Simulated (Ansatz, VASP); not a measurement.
**SnSe2: VASP beside Ansatz**

Wanted: the spread between two codes on one cell, functional and k mesh.

Method: plane waves, with VASP 6.6.1 beside it; relaxation of cell and atoms at PBE with D3(BJ), in Ansatz 0.2.0.

### 1. Starting point

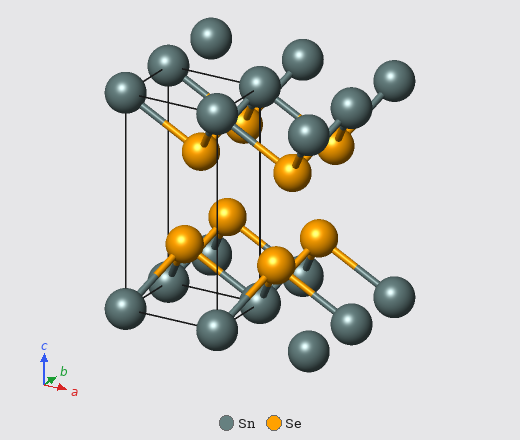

Start, viewed slightly off an axis; tin teal, selenium orange. 2×2×1 cells are drawn. Bonds to atoms that aren't drawn are left out. Some periodic images of atoms are drawn too.

As a file:

```xyz
3
Lattice="3.8110 0.0000 0.0000 -1.9055 3.3004 0.0000 0.0000 0.0000 6.1360" Properties=species:S:1:pos:R:3 pbc="T T T"
Sn    0.0000    0.0000    0.0000
Se    0.0000    2.2003    1.5279
Se    1.9055    1.1001    4.6081
```

### 2. VASP: relaxation of cell and atoms, PBE with D3(BJ)

The relaxed volume is the usual yardstick between codes: its relative difference is about their pressure difference at one cell divided by the bulk modulus.

Lines of VASP's logs that name or quote its potential files are left out, and so is its time.

Contents of INCAR:

```
SYSTEM = SnSe2
PREC = Accurate
ENCUT = 520
EDIFF = 1E-06
NELM = 100
ISMEAR = -1
SIGMA = 0.05
LREAL = .FALSE.
ALGO = Normal
GGA = PE
IVDW = 12
NBANDS = 19
LORBIT = 11
LWAVE = .FALSE.
LCHARG = .FALSE.
KPAR = 2
IBRION = 2
NSW = 60
ISIF = 3
EDIFFG = -0.01
```

Contents of POSCAR:

```
SnSe2
1.0
    3.8110000000      0.0000000000      0.0000000000
   -1.9055000000      3.3004228138      0.0000000000
    0.0000000000      0.0000000000      6.1360000000
Sn Se
1 2
Direct
    0.0000000000      0.0000000000      0.0000000000
    0.3333333333      0.6666666667      0.2490000000
    0.6666666667      0.3333333333      0.7510000000
```

Contents of KPOINTS:

```
Automatic mesh
0
Gamma
8 8 5
0 0 0
```

PAW data sets: Sn_d and Se (PBE family, release 64).

Started as:

```sh
$ mpirun -np 2 vasp_std
```

Numbers of over 12 decimals in the logs are rounded to 6 here.

Output:

```text
[banner, memory and clock lines left out]
running    2 mpi-ranks, on    1 nodes
 distrk:  each k-point on    1 cores,    2 groups
 distr:  one band on    1 cores,    1 groups

 POSCAR found type information on POSCAR SnSe
 POSCAR found :  2 types and       3 ions
 LDA part: xc-table for (Slater+PW92), standard interpolation
 POSCAR, INCAR and KPOINTS ok, starting setup
 FFT: planning ... GRIDC
 FFT: planning ... GRID_SOFT
 FFT: planning ... GRID
 WAVECAR not read
 entering main loop
       N       E                     dE             d eps       ncg     rms          rms(c)
DAV:   1     0.204575036573E+03    0.20458E+03   -0.12193E+04  1549   0.154E+03
DAV:   2     0.107003983403E+02   -0.19387E+03   -0.18724E+03  1649   0.396E+02
DAV:   3    -0.112495129416E+02   -0.21950E+02   -0.21422E+02  1841   0.118E+02
DAV:   4    -0.120041217285E+02   -0.75461E+00   -0.75310E+00  1834   0.226E+01
DAV:   5    -0.120217259280E+02   -0.17604E-01   -0.17602E-01  2040   0.361E+00    0.524E+00
DAV:   6    -0.117643164722E+02    0.25741E+00   -0.51276E-01  2306   0.789E+00    0.337E+00
DAV:   7    -0.117431785675E+02    0.21138E-01   -0.17570E-01  1789   0.280E+00    0.997E-01
DAV:   8    -0.117428710352E+02    0.30753E-03   -0.13097E-02  1914   0.120E+00    0.288E-01
DAV:   9    -0.117433727108E+02   -0.50168E-03   -0.15625E-03  1682   0.307E-01    0.873E-02
DAV:  10    -0.117433827111E+02   -0.10000E-04   -0.11510E-04  2086   0.817E-02    0.346E-02
DAV:  11    -0.117434152123E+02   -0.32501E-04   -0.44971E-05  1625   0.389E-02    0.643E-03
DAV:  12    -0.117434161805E+02   -0.96818E-06   -0.22941E-06  1642   0.119E-02
   1 F= -.12826252E+02 E0= -.12826241E+02  d E =-.128263E+02
[... from here on, the cycles between the ionic steps are left out ...]
   2 F= -.12845902E+02 E0= -.12845817E+02  d E =-.196504E-01
   3 F= -.12877990E+02 E0= -.12877959E+02  d E =-.517377E-01
   4 F= -.12877989E+02 E0= -.12877960E+02  d E =-.517374E-01
   5 F= -.12881925E+02 E0= -.12881889E+02  d E =-.393522E-02
   6 F= -.12883862E+02 E0= -.12883814E+02  d E =-.587258E-02
   7 F= -.12883970E+02 E0= -.12883918E+02  d E =-.598055E-02
   8 F= -.12886004E+02 E0= -.12885949E+02  d E =-.203373E-02
   9 F= -.12890664E+02 E0= -.12890598E+02  d E =-.669428E-02
  10 F= -.12892981E+02 E0= -.12892807E+02  d E =-.901133E-02
  11 F= -.12893362E+02 E0= -.12893243E+02  d E =-.939242E-02
  12 F= -.12893441E+02 E0= -.12893311E+02  d E =-.785794E-04
  13 F= -.12894121E+02 E0= -.12893997E+02  d E =-.758385E-03
 curvature:  -0.79 expect dE=-0.298E-04 dE for cont linesearch -0.282E-06
 ZBRENT: interpolating
 opt :   0.6310  next Energy=   -12.894121 (dE=-0.759E-03)
 bond charge predicted
       N       E                     dE             d eps       ncg     rms          rms(c)
DAV:   1    -0.118015586374E+02   -0.17904E-03   -0.12323E-04  1960   0.143E-01    0.113E-02
DAV:   2    -0.118015555939E+02    0.30436E-05   -0.88518E-06  1800   0.419E-02    0.576E-03
DAV:   3    -0.118015543286E+02    0.12653E-05   -0.28056E-06  1225   0.243E-02    0.109E-03
DAV:   4    -0.118015541340E+02    0.19463E-06   -0.32099E-07   766   0.518E-03
  14 F= -.12894121E+02 E0= -.12893998E+02  d E =-.758637E-03
 curvature:  -0.79 expect dE=-0.250E-04 dE for cont linesearch -0.782E-07
 trial: gam=-0.00516 g(F)=  0.795E-05 g(S)=  0.235E-04 ort = 0.237E-04 (trialstep = 0.112E+01)
 search vector abs. value=  0.313E-04
 reached required accuracy - stopping structural energy minimisation
```

From OUTCAR (step 2):

```text
ion  position               nearest neighbor table
   1  0.000  0.000  0.000-   2 2.68   3 2.68   2 2.68   3 2.68   3 2.68   2 2.68
   2  0.333  0.667  0.249-   1 2.68   1 2.68   1 2.68
   3  0.667  0.333  0.751-   1 2.68   1 2.68   1 2.68

  LATTYP: Found a hexagonal cell.
 ALAT       =     3.8110000000
 C/A-ratio  =     1.6100760955

 Subroutine GETGRP returns: Found 12 space group operations
 (whereof 12 operations were pure point group operations)

The static configuration has the point symmetry D_3d.

 Found     40 irreducible k-points:

   k-points           NKPTS =     40   k-points in BZ     NKDIM =     40   number of bands    NBANDS=     19

   dimension x,y,z NGX =    28 NGY =   28 NGZ =   48
   dimension x,y,z NGXF=    56 NGYF=   56 NGZF=   96

   ENCUT  =  520.0 eV  38.22 Ry    6.18 a.u.   7.09  7.09 11.41*2*pi/ulx,y,z

   NELECT =      26.0000    total number of electrons

 k-points in reciprocal lattice and weights: Automatic mesh
   0.00000000  0.00000000  0.00000000       0.003
   0.12500000  0.00000000  0.00000000       0.019
   0.25000000  0.00000000  0.00000000       0.019
   0.37500000  0.00000000  0.00000000       0.019
   0.50000000  0.00000000  0.00000000       0.009
   0.12500000  0.12500000  0.00000000       0.019
   0.25000000  0.12500000  0.00000000       0.038
   0.37500000  0.12500000  0.00000000       0.038
   0.25000000  0.25000000  0.00000000       0.019
[...]
0.25000000  0.25000000  0.40000000       0.038
   0.37500000  0.25000000  0.40000000       0.038

 Edisp (eV)   -1.09274

 average (electrostatic) potential at core
       1-102.5737       2 -53.2933       3 -53.2933

 E-fermi :   4.6642

 k-point     1 :       0.0000    0.0000    0.0000
  band No.  band energies     occupation
    ...
      9       3.7163      2.00000
     10       3.7163      2.00000
     11       3.8774      2.00000
     12       3.8774      2.00000
     13       4.3203      1.99794
     14       5.1262      0.00019
     15       7.3524      0.00000
     16       8.9144      0.00000
     17       8.9145      0.00000
     18      12.5058      0.00000
    ...

 k-point     2 :       0.1250    0.0000    0.0000
  band No.  band energies     occupation
    ...
      9       2.2448      2.00000
     10       3.1159      2.00000
     11       3.1229      2.00000
     12       4.1803      1.99987
     13       4.4136      1.98677
     14       6.1929      0.00000
     15       7.9623      0.00000
     16       8.6061      0.00000
     17       9.1292      0.00000
     18      11.8808      0.00000
    ...

 k-point     3 :       0.2500    0.0000    0.0000
  band No.  band energies     occupation
    ...
      9       0.7788      2.00000
     10       1.9308      2.00000
     11       2.4269      2.00000
     12       4.0890      1.99998
     13       4.2103      1.99977
     14       6.2047      0.00000
     15       8.0957      0.00000
     16       9.3948      0.00000
     17       9.7297      0.00000
     18      10.6443      0.00000
    ...

 Edisp (eV)   -1.09257

  Total       0.02332     0.02332    -0.01928     0.00000     0.00000    -0.00000
  in kB       0.48727     0.48727    -0.40282     0.00000     0.00000    -0.00000
  external pressure =        0.19 kB  Pullay stress =        0.00 kB

  energy-cutoff  :      520.00
  volume of cell :       76.68
      direct lattice vectors                 reciprocal lattice vectors
     3.839813778 -0.000000000  0.000000000     0.260429296  0.150358924 -0.000000000
    -1.919906889  3.325376277  0.000000000     0.000000000  0.300717849 -0.000000000
    -0.000000000  0.000000000  6.005416366    -0.000000000 -0.000000000  0.166516348

 POSITION                                       TOTAL-FORCE (eV/Angst)
 -----------------------------------------------------------------------------------
      0.00000      0.00000      0.00000        -0.000000      0.000000      0.000000
     -0.00000      2.21692      1.59574         0.000000     -0.000000     -0.009079
      1.91991      1.10846      4.40967        -0.000000      0.000000      0.009079
 -----------------------------------------------------------------------------------
    total drift:                               -0.000000     -0.000000     -0.000000

  FREE ENERGIE OF THE ION-ELECTRON SYSTEM (eV)
  ---------------------------------------------------
  free  energy   TOTEN  =       -12.8941209950 eV

  energy  without entropy=      -12.8938741393  energy(sigma->0) =      -12.89399757

 reached required accuracy - stopping structural energy minimisation

 total charge
# of ion       s       p       d       tot
------------------------------------------
    1        1.067   1.003  10.090  12.160
    2        1.488   2.297   0.027   3.812
    3        1.488   2.297   0.027   3.812
--------------------------------------------------
tot          4.043   5.597  10.145  19.785

[... 3 further parts left out ...]
```

CONTCAR:

```
SnSe2
   1.00000000000000
     3.8398137777997667   -0.0000000000000000    0.0000000000000000
    -1.9199068888998834    3.3253762773531150    0.0000000000000000
    -0.0000000000000000    0.0000000000000001    6.0054163660695492
  Sn              Se
     1     2
Direct
     0.0000000000000000    0.0000000000000000    0.0000000000000000
     0.3333333332999970    0.6666666667000030    0.2657174370367029
     0.6666666667000030    0.3333333332999970    0.7342825629632972
```

### 3. Ansatz: relaxation of cell and atoms, PBE with D3(BJ)

Ansatz runs on its default PAW (the set named soft_2) files.

The same cell, functional, mesh and smearing now go to Ansatz, which takes its cutoff from its data sets.

Contents of input.yaml:

```yaml
crystal:
  lattice:
    - [3.811, 0.0, 0.0]
    - [-1.9055, 3.3004228138, 0.0]
    - [0.0, 0.0, 6.136]
  atoms:
    - { symbol: Sn, position: [0.0, 0.0, 0.0] }
    - { symbol: Se, position: [0.3333333333, 0.6666666667, 0.249] }
    - { symbol: Se, position: [0.6666666667, 0.3333333333, 0.751] }
hamiltonian:
  xc: pbe
  pseudopotentials: { kind: paw }
  dispersion: d3bj
kpoints:
  mp_grid: { grid: [8, 8, 5] }
scf:
  occupations: { method: fermi_dirac, width: 0.05 }
relax:
  f_tol: 0.01
  max_steps: 60
  cell: { stress_tol: 0.05 }
output:
  forces: true
  stress: true
```

Started as:

```sh
$ ansatz run input.yaml --threads 4 --pin off --max-ram 9216MiB --backend cpu --events-out ev --progress --plain --runs-dir out
```

Output:

```text
Engine: ansatz 0.2.0, aarch64-unknown-linux-gnu
Pseudopotentials: kind: paw
Pseudopotential: Sn, paw, valence charge 14, recommended cutoff 420 eV (normal), Sn.paw.azcp
Pseudopotential: Se, paw, valence charge 16, recommended cutoff 420 eV (normal), Se.paw.azcp
Functional definition: PBE
  parameter kappa = 0.804
  parameter beta = 0.066725
  exchange = pbe_x(kappa = kappa, mu = beta*pi^2/3)
  correlation = pbe_c(beta = beta)
Crystal: 3 atoms, lattice volume = 77.178 Å³
Basis set: ecut = 420 eV, 1485 PW (Γ), exchange–correlation on 54×54×90 points (8 copies of the dense FFT grid, shifted against one another)
Bands: 28, of which v1, the nominal top of the filled ones, is band 23 counted from 1 (22 counted from 0)
Symmetry: 12 space group operations
Space group: P-3m1 (ITA 164), of the structure as read, at distance tolerance 4.3e-5 Å
k-points: 40 of 320
Non-local potential: Sn, projectors of the file, l = 0: 2, l = 1: 2, l = 2: 2, l = 3: 2
Non-local potential: Se, projectors of the file, l = 0: 2, l = 1: 2, l = 2: 3, l = 3: 1
PAW form: soft (Blöchl's): semilocal exchange-correlation on the pseudo side does not see the compensation charge
PAW one-centre angular grid: Sn, 590 points (default); XC on 64 Gauss nodes
PAW one-centre angular grid: Se, 590 points (default); XC on 64 Gauss nodes
Initial density: superposition of atomic densities (neutral atoms: chi_scale 0, normalization atom), corrected by the library's trained network
Initial wavefunctions: pseudopotential atomic-orbital guess
Functional: x = pbe(κ = 0.804, μ = 0.219515), c = pbe(β = 0.066725)
SCF iter   1: F=—  HF=-16964.357247 eV  |F-HF|=—  |Δ(HF+E_count)|=         —  Δρ=1.53e-3  dr2=2.65e-3  ethr=1.77e-3  ⟨swp⟩=6.5  Hψ=4978  notcnv=0
preconditioner: auto → Resta (q_TF=auto, 2.503 Å⁻¹)  ε∞=2.8  [insulator: Δε(μ)=0.828 eV  Ē_g=16.241 eV  σ=0.050 eV  W_gap=1.00  n_scr=22 (ndim 8)  ℏωp=21.6 eV  f_vac=0.080  D(μ)=0.00/eV (n_scr^D=0)  ε∞_Penn≈2.8]
SCF iter   2: F=—  HF=-16964.355960 eV  |F-HF|=—  |Δ(HF+E_count)|=   1.29e-3  Δρ=7.11e-4  dr2=2.41e-4  ethr=5.76e-6  ⟨swp⟩=2.5  Hψ=2302  notcnv=0  defer=2
SCF iter   3: F=—  HF=-16964.356054 eV  |F-HF|=—  |Δ(HF+E_count)|=   9.45e-5  Δρ=3.34e-4  dr2=4.44e-5  ethr=5.23e-7  ⟨swp⟩=2.0  Hψ=2022  notcnv=0  defer=2
SCF iter   4: F=—  HF=-16964.356090 eV  |F-HF|=—  |Δ(HF+E_count)|=   3.56e-5  Δρ=9.91e-5  dr2=4.56e-6  ethr=9.66e-8  ⟨swp⟩=2.0  Hψ=1422  notcnv=0  defer=2
SCF iter   5: F=—  HF=-16964.356095 eV  |F-HF|=—  |Δ(HF+E_count)|=   5.07e-6  Δρ=1.79e-5  dr2=2.52e-7  ethr=9.91e-9  ⟨swp⟩=2.0  Hψ=1422  notcnv=0  defer=2
SCF iter   6: F=-16964.356095 eV  HF=-16964.356095 eV  |F-HF|=2.31e-8  |Δ(HF+E_count)|=   3.02e-7  Δρ=5.87e-6  dr2=3.43e-8  ethr=2.17e-10  ⟨swp⟩=4.5  Hψ=4051  notcnv=0
SCF 1 converged in 6 iterations: F = -16964.356095 eV  dr2 = 3.43e-8
  greatest PAW one-centre occupation: 1.000 electrons in one spin orbital (limit 2), on the Se atom at site 2 (counted from 0), in its partial waves of l = 2
relax step   1: F+E_penalty+E_count = -16964.35609536 eV  Δ(F+E_penalty+E_count) = +0.000e0 eV  max|allowed force component| = 7.995e-1 eV/Å  Δτ_max = 0.0000 Å  P = +3.221 GPa  Ω = 77.178 Å³  (6 SCF iters, dr2 threshold 1.00e-7 eV, accepted)
[...]
relax step   2: F+E_penalty+E_count = -16964.27276437 eV  Δ(F+E_penalty+E_count) = +8.333e-2 eV  max|allowed force component| = 1.015e0 eV/Å  Δτ_max = 0.1948 Å  P = -3.177 GPa  Ω = 77.488 Å³  energy of the carried Pulay correction = -7.466e-5 eV  (6 SCF iters, dr2 threshold 3.00e-7 eV, rejected (line search))
[...]
relax step   3: F+E_penalty+E_count = -16964.41912560 eV  Δ(F+E_penalty+E_count) = -6.303e-2 eV  max|allowed force component| = 9.416e-2 eV/Å  Δτ_max = 0.0941 Å  P = -0.438 GPa  Ω = 77.439 Å³  energy of the carried Pulay correction = -6.289e-5 eV  (10 SCF iters, accepted)
[...]
relax step   4: F+E_penalty+E_count = -16964.42080064 eV  Δ(F+E_penalty+E_count) = -1.675e-3 eV  max|allowed force component| = 1.076e-2 eV/Å  Δτ_max = 0.0008 Å  P = -0.007 GPa  Ω = 76.907 Å³  energy of the carried Pulay correction = +6.546e-5 eV  (4 SCF iters, dr2 threshold 3.00e-7 eV, accepted)
[...]
relax step   5: F+E_penalty+E_count = -16964.42097261 eV  Δ(F+E_penalty+E_count) = -1.720e-4 eV  max|allowed force component| = 5.157e-3 eV/Å  Δτ_max = 0.0018 Å  P = +0.028 GPa  Ω = 76.803 Å³  energy of the carried Pulay correction = +9.071e-5 eV  (4 SCF iters, dr2 threshold 5.97e-8 eV, accepted)
[...]
relax step   6: F+E_penalty+E_count = -16964.42091022 eV  Δ(F+E_penalty+E_count) = +6.239e-5 eV  max|allowed force component| = 5.196e-3 eV/Å  Δτ_max = 0.0000 Å  P = +0.024 GPa  Ω = 76.803 Å³  stress off target by 3.79e-2 GPa  SCF on the basis re-selected at this cell (its energy is not comparable with the rows above)  (6 SCF iters)
basis re-selected at this cell: Δ(F+E_penalty+E_count) = +6.239e-5 eV, ΔP = -0.005 GPa vs the last step (what re-selecting the basis moved, of the pressure what is left beyond the Pulay correction that the steps carried, after the strain that the cell walked since its last selection, with what the two solves' SCF thresholds leave and, on support functions, any second-order correction that the steps lacked; it is no m [...]
SCF converged after 6 iterations
Free energy (F): -16964.420910 eV
Harris-Foulkes:  -16964.420910 eV  (|F-HF|=1.46e-11)
Internal energy: -16964.420710 eV  (E = F + TS)
E sigma→0 (E₀):  -16964.420810 eV
Entropy (-TS):   -0.000201 eV (-0.067 meV/atom)
Fermi energy:    8.607718 eV
--- Per-component energies (eV) ---
  E_band       = -852.517997
  E_kinetic    = 424.436535
  E_local      = -5868.678625  (includes V_loc(G=0)·N_el)
  E_nonlocal   = -1222.353484
  E_hartree    = 3014.989964
  E_xc         = -589.721493
  E_vxc        = -291.170595  (∫ρ·V_xc dr)
  E_paw        = -7963.611419  (= ΣΔE_a)
  E_vpaw       = 75.269480  (= ΣTr[D̂ρ^β])
  E_aug_tail   = -0.001203  (compensation charges beyond the density's cutoff)
  E_ewald      = -4758.390059
  E_disp       = -1.090927  (pairwise vdW)
  E_smearing   = -0.000201  (= −TS)
  E_closure    = 0.000000  (closes the sum)
  Σ components = -16964.420910   (vs F -16964.420910, Δ=0.00e0)
--- Forces (eV/Å), atoms counted from 1 ---
  atom   1  Sn     0.00000000     0.00000000     0.00000000
  atom   2  Se    -0.00000000     0.00000000     0.00519595
  atom   3  Se     0.00000000    -0.00000000    -0.00519595
  max |Σ_I F_I| component: 8.67e-19 eV/Å
--- Stress (GPa, compression-positive) ---
        0.037906       0.000000       0.000000
       -0.000000       0.037906       0.000000
        0.000000       0.000000      -0.004937
  P = ⅓ Tr σ = 0.0236 GPa (0.236 kbar)
--- Relaxed structure (5 steps of the walk, 4 accepted, 1 SCFs on fresh bases) ---
  F+E_penalty+E_count = -16964.42091022 eV   max|allowed force component| = 5.196e-3 eV/Å   (the final SCF, on the basis selected at the relaxed cell)
  cell:  # Å, volume = 76.8026 Å³
    - [3.839064, 0, -5.861102551418672e-18]
    - [-1.919532, 3.324727, 2.9305512757093393e-18]
    - [-9.436821111421547e-18, 0, 6.017203]
  atoms:
    - { symbol: Sn, position: [0, 0, 0] }
    - { symbol: Se, position: [0.333333, 0.666667, 0.264765] }
    - { symbol: Se, position: [0.666667, 0.333333, 0.735235] }
```

Elapsed: 6.7 s, on 4 threads of Arm Neoverse V2, shared host; peak memory 0.44 GiB; 25 s of CPU time.

### 4. Side by side

Known differences besides the PAW data sets themselves: both relaxations stop at a tolerance, which leaves soft axes loose, and VASP keeps its plane-wave basis; the data sets hold 46 valence electrons in Ansatz (default PAW (the set named soft_2) files) and 26 in VASP; the cutoff is 420 eV in Ansatz and 520 eV in VASP; VASP leaves aspherical gradient terms in its spheres out (LASPH is not set), Ansatz keeps them; Ansatz adds a Pulay correction to the stress that steers its cell, VASP none. Total energies have different zeros and are not compared.

Both answers:

```tsv
quantity	Ansatz	VASP	difference
volume (Å³)	76.80	76.68	+0.16 %
edge a after relaxation, in the typed setting (Å)	3.839	3.840	-0.02 %
edge c after relaxation, in the typed setting (Å)	6.017	6.005	+0.20 %
```

The walks stopped with 0.02 GPa left in Ansatz and 0.02 GPa in VASP; each walk ends within a tolerance, so the volume difference is uncertain by about these residues over the bulk modulus, most in soft cells.

### 5. Results

```json
{"difference in edge c after relaxation, in the typed setting (relaxation of cell and atoms, PBE with D3(BJ))": "0.20 %"}
```

The difference in edge c after relaxation, in the typed setting is 0.20 % (relaxation of cell and atoms, PBE with D3(BJ)), within the 1.2 % picked in this series as the mark of a large difference, as far as the stopping tolerances let one tell. How closely two codes agree says nothing of how well the functional describes the real material.

[Lines on the potential files, build, host, timing and source positions are cut from VASP's logs without a mark.]

[Logs are printed without paths, hosts, clocks, repeated set-up lines and the standing remarks that a program may print on its own settings, such as how far it seeks lower states.]

[Hosts, paths, dates, database ids (printed as entryN), source tags and the programs' standing remarks are cut or masked in the printed files.]
